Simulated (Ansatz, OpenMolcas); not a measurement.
**P2 (diphosphorus): the energy, rung by rung**

The species is P2 (2 atoms), meant as a singlet with charge 0. As SMILES, `P#P`. Geometry: the measured bond length.

```xyz
2

P     0.0000    0.0000    0.0000
P     0.0000    0.0000    1.8934
```

Quantity: the energy change with the P1–P2 bond stretched from 1.893 to 4.734 Å, in eV. The values are calculated.

```json
{"level": "SVWN5/STO-3G (restricted)", "kind": "LDA", "program": "OpenMolcas", "value (eV)": "11.65", "less FCI/STO-3G": "+7.12", "CPU time (all runs)": "4.8 s"}
{"level": "revPBE/STO-3G (restricted)", "kind": "GGA", "program": "Ansatz", "value (eV)": "11.03", "less FCI/STO-3G": "+6.50", "CPU time (all runs)": "4.3 s"}
{"level": "r2SCAN/STO-3G (restricted)", "kind": "meta-GGA", "program": "Ansatz", "value (eV)": "11.91", "less FCI/STO-3G": "+7.38", "CPU time (all runs)": "17 s"}
{"level": "BHLYP/STO-3G (restricted)", "kind": "global hybrid", "program": "Ansatz", "value (eV)": "12.48", "less FCI/STO-3G": "+7.95", "CPU time (all runs)": "2.3 s"}
{"level": "r2SCAN0/STO-3G (restricted)", "kind": "hybrid meta-GGA", "program": "Ansatz", "value (eV)": "13.01", "less FCI/STO-3G": "+8.48", "CPU time (all runs)": "53 s"}
{"level": "HSE06/STO-3G (restricted)", "kind": "range-separated hybrid", "program": "Ansatz", "value (eV)": "12.75", "less FCI/STO-3G": "+8.22", "CPU time (all runs)": "14 s"}
{"level": "MP2/STO-3G (unrestricted)", "kind": "perturbation theory", "program": "Ansatz", "value (eV)": "4.71", "less FCI/STO-3G": "+0.18", "CPU time (all runs)": "0.57 s"}
{"level": "CCSD/STO-3G (restricted)", "kind": "coupled cluster or CI", "program": "Ansatz", "value (eV)": "9.30", "less FCI/STO-3G": "+4.77", "CPU time (all runs)": "0.58 s"}
{"level": "FCI/STO-3G", "kind": "exact in the basis", "program": "OpenMolcas", "value (eV)": "4.53", "less FCI/STO-3G": "0.00", "CPU time (all runs)": "4 s"}
```

FCI/STO-3G is exact within its basis and frozen core, so for wave-function methods in that basis the difference is their error; functionals converge differently with the basis, so for them it is only a difference. The first shape isn't each level's own minimum. The values span 4.53 to 13.01 eV. Spin contamination of the reference (⟨S²⟩ at least 0.1 too high) touches MP2/STO-3G. All rows use very small basis sets, so none should be taken for the real molecule's value. In so small a basis fixed costs decide the times, and correlated methods can beat functionals. Times are those of the runs behind each value, whatever else they computed, on shared processors of several kinds: orders of magnitude only.

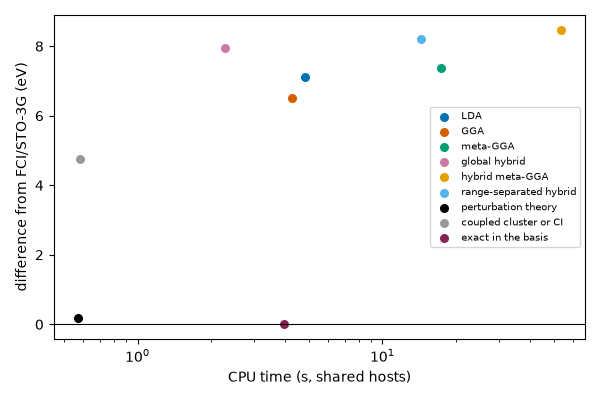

Difference from FCI/STO-3G against processor time, one point a level.
